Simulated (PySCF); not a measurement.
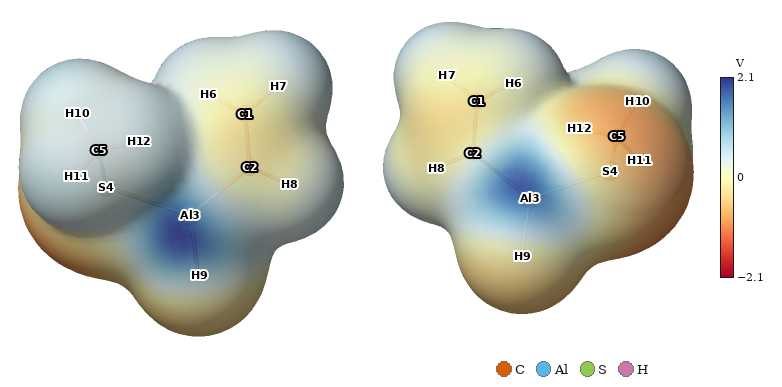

*C₃H₇AlS, SMILES `C=[CH][AlH][S]C`. Electrostatic potential on the surface of electron density 0.001 a.u. (back view left, front view right).*

Method: r2SCAN/def2-SVP; geometry: GFN2-xTB; program: PySCF. No frequency check shows the geometry to be a minimum. GFN2-xTB bond lengths at metals and heavier atoms can be off by up to 0.1 Å and shapes distorted, which carries into these values.

Input script:

```python
import numpy as np
from pyscf import gto, scf, dft
from pyscf.scf import atom_ks, atom_hf
from scipy.linalg import block_diag

def solve(mol, dm0=None, hcore=None):
    mf = (dft.UKS if mol.spin else dft.RKS)(mol, xc='r2scan')
    mf.grids.level = 3
    mf = mf.density_fit(auxbasis='def2-universal-jkfit')
    mf.conv_tol, mf.max_cycle = 1e-8, 80
    if hcore is not None:
        mf.get_hcore = lambda *args: hcore
    mf.kernel(dm0)
    if not mf.converged:
        mf = mf.newton().run(mf.mo_coeff, mf.mo_occ, max_cycle=30)
    assert mf.converged, 'SCF not converged'
    return mf

mol = gto.M(atom='''
C      2.17792    -1.09768     0.40645
C      2.06388     0.06832    -0.23421
Al     0.39572     1.13358    -0.16579
S     -1.53751     0.25726     0.42418
C     -1.52146    -1.29206    -0.57633
H      1.34782    -1.51888     0.96167
H      3.08514    -1.68902     0.41698
H      2.94734     0.43106    -0.76237
H      0.34837     2.62531    -0.54353
H     -1.89643    -2.08663     0.06045
H     -2.18390    -1.15843    -1.42549
H     -0.51451    -1.52755    -0.91484
''', basis='def2-svp', charge=0, spin=0, verbose=4)
mf = solve(mol)
mf.analyze()
# spherically averaged free atoms, for the promolecule
atm = atom_ks.get_atm_nrks(mol, xc='r2scan')
pro = block_diag(*[(atm[a[0]][2] * atm[a[0]][3]) @ atm[a[0]][2].T for a in mol._atom])
np.savez('result.npz', e=mf.e_tot, c=mf.mo_coeff, occ=mf.mo_occ, eps=mf.mo_energy, pro=pro, dip=mf.dip_moment(verbose=0), s2=mf.spin_square()[0])
```

Run with:

```sh
OMP_NUM_THREADS=1 python input.py
```

The run took 31 s on 1 thread of Arm Neoverse V2 (shared host), peak memory 0.47 GiB.

Partitions, critical points and surface values were worked out afterwards from this run's density.

Where are the extremes of the potential on the surface?

Highest: 2.07 V, over Al3, off the plane of its three bonds (1.9 Å). Further maxima include 0.67 V, 1.3 Å from H11; 0.63 V, 1.3 Å from H10. Lowest: −1.03 V, 2.2 Å from S4. Further minima include −0.61 V, 1.6 Å from H9; −0.37 V, off the C1–C2 bond (2.1 to 2.2 Å from its atoms). The surface is sampled at points, so like sites can differ by a few per cent and only the strongest of them is named.
